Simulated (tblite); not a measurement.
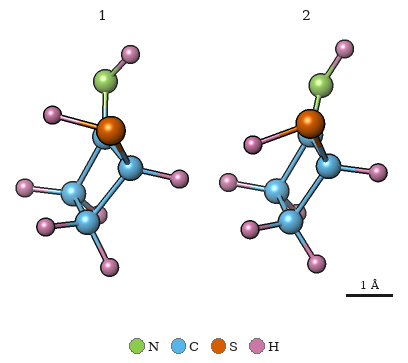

Two geometries of C4H7NS (charge +1, multiplicity 2), drawn at one scale. One is the start of a relaxation, the other its converged end. A ball-and-stick model, seen from a free direction.

Method: GFN2-xTB geometry optimisation, gas phase (tblite). 

Which one is relaxed?

Answer. Structure 2 is the relaxed one. After 70 geometry steps the energy has fallen by 54.7 kJ/mol. An H atom moves most after the best rigid fit: 0.79 Å. By element the largest moves are H 0.79 Å, N 0.32 Å, S 0.18 Å, C 0.16 Å. Some distances before and after: C–C 1.514 → 1.600 Å, C–N 1.282 → 1.216 Å, C–S 1.818 → 1.771 Å, C–C 1.506 → 1.483 Å. Among the angles between lasting bonds that change: C–N–H 110.2° → 131.3°, C–C–S 113.2° → 121.3°, S–C–H 114.3° → 107.9°. Groups turn about C–S by about 40°. Cost: 0.21 s on 1 thread of AMD EPYC 9B45 (shared host).
